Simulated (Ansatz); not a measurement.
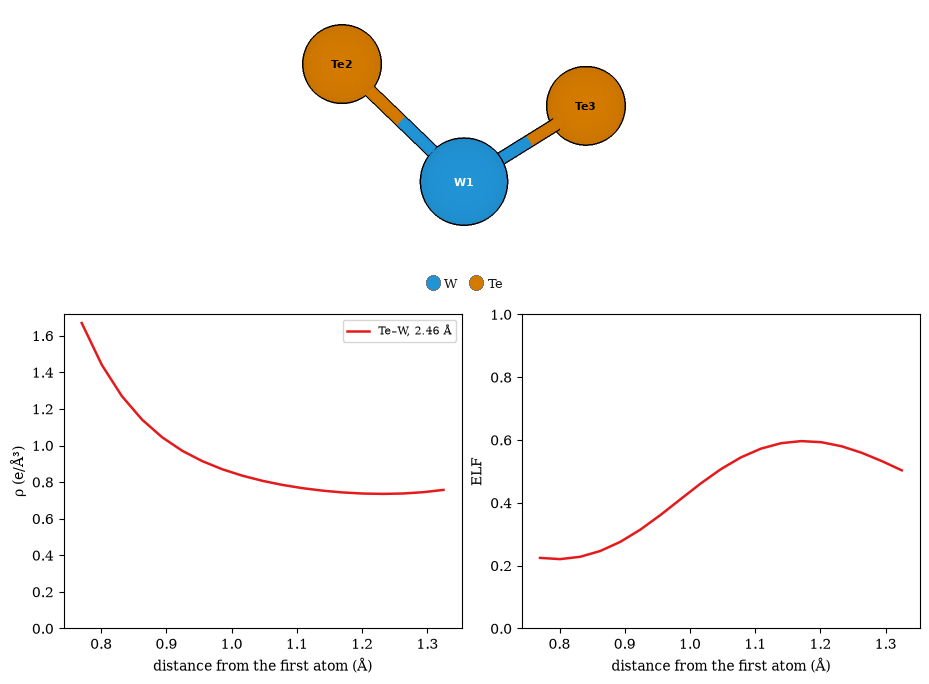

The picture shows: Te2W (charge +1, quartet). Electron density and electron localisation function along straight lines between neighbouring atoms. The curves leave out the atomic cores. The structure is drawn too.

Geometry: r2SCAN-D4/def2-TZVP; ⟨S²⟩ = 3.81, above the pure value of 3.75; core potentials replace the inner electrons of W and Te.

Computed with UKS PBE0-D4/def2-TZVP in Ansatz 0.2.0.

Question: What can be read from the curves?

Answer: Te–W (2.46 Å): ρ is about 0.74 e/Å³ halfway; the ELF reaches about 0.60 near the midpoint.
